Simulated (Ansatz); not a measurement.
# CH₃Cl₂InO: how energies converge with the basis set

How large a basis does CH₃Cl₂InO need? Two functionals are run in growing sets.

Program: Ansatz 0.2.0, Gaussian basis. Level of theory: one geometry, several basis sets. These are calculated values, not measurements.

Plan: PBE0-D4/def2-SVP; ωB97M-V/def2-SVP; PBE0-D4/def2-QZVPP; ωB97M-V/def2-QZVPP; the functionals' def2-TZVPP values are taken from earlier runs.

**1. The geometry**

An earlier PBE0-D4 in a triple-zeta def2 set relaxation fixed the geometry. In takes the def2 core potential; no spin-orbit term is included.

SMILES `C[O][In]([Cl])[Cl]`, 8 atoms, charge 0, spin multiplicity 1.

Atoms are counted from 1 here; the program's logs count them from 0.

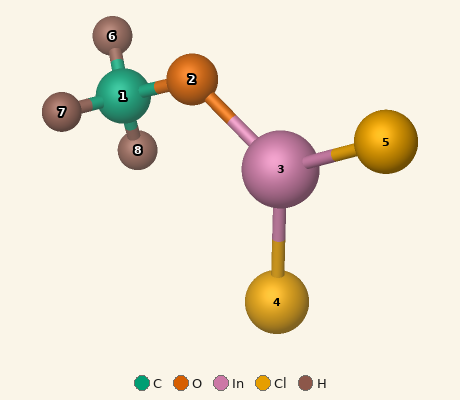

The geometry (carbon teal, oxygen orange, indium pink, chlorine amber, hydrogen brown); atoms are numbered from 1 in the order of the file.

Coordinates:

| atom | x (Å) | y (Å) | z (Å) |
| --- | --- | --- | --- |
| C1 | 0.02135 | -0.84311 | 1.10185 |
| O2 | 0.40095 | 0.45209 | 0.68836 |
| In3 | 0.08172 | 1.09246 | -1.13281 |
| Cl4 | -1.10084 | -0.26782 | -2.57458 |
| Cl5 | 0.83132 | 3.15648 | -1.78550 |
| H6 | -0.34731 | -0.78198 | 2.13046 |
| H7 | 0.88263 | -1.52030 | 1.08576 |
| H8 | -0.76982 | -1.28783 | 0.48646 |

**2. PBE0-D4 in def2-SVP**

File in.yaml:

```yaml
crystal:
  periodic: [false, false, false]
  atoms:
    - {symbol: C, position_ang: [0.021347, -0.843111, 1.101849]}
    - {symbol: O, position_ang: [0.400952, 0.452093, 0.688356]}
    - {symbol: In, position_ang: [0.081722, 1.092459, -1.132810]}
    - {symbol: Cl, position_ang: [-1.100843, -0.267817, -2.574580]}
    - {symbol: Cl, position_ang: [0.831324, 3.156483, -1.785504]}
    - {symbol: H, position_ang: [-0.347307, -0.781977, 2.130459]}
    - {symbol: H, position_ang: [0.882634, -1.520302, 1.085762]}
    - {symbol: H, position_ang: [-0.769821, -1.287827, 0.486458]}
basis:
  gaussian: {orbitals: def2-SVP}
hamiltonian: {xc: pbe0, dispersion: d4}
output: {orbitals: {seedname: orbitals}}
```

On the command line:

```console
> ansatz run in.yaml --threads 4 --pin off --events-out ev --progress --plain --max-ram 10444MiB
```

Further steps of the session: ωB97M-V in def2-SVP; PBE0-D4 in def2-QZVPP; ωB97M-V in def2-QZVPP.

Before running them: what should the planned runs give, taken together? Wanted: PBE0-D4: double and triple zeta above quadruple; ωB97M-V: double and triple zeta above quadruple.

**Answer**, as computed:

| quantity | value |
| --- | --- |
| PBE0-D4: double and triple zeta above quadruple | 13.65, 0.97 eV |
| ωB97M-V: double and triple zeta above quadruple | 13.63, 0.93 eV |

What this shows: For PBE0-D4 the step from double to triple zeta gains 12.68 eV and the next only 0.97 eV. These are total energies; as a rule much of such shifts cancels in differences, which this series doesn't test.
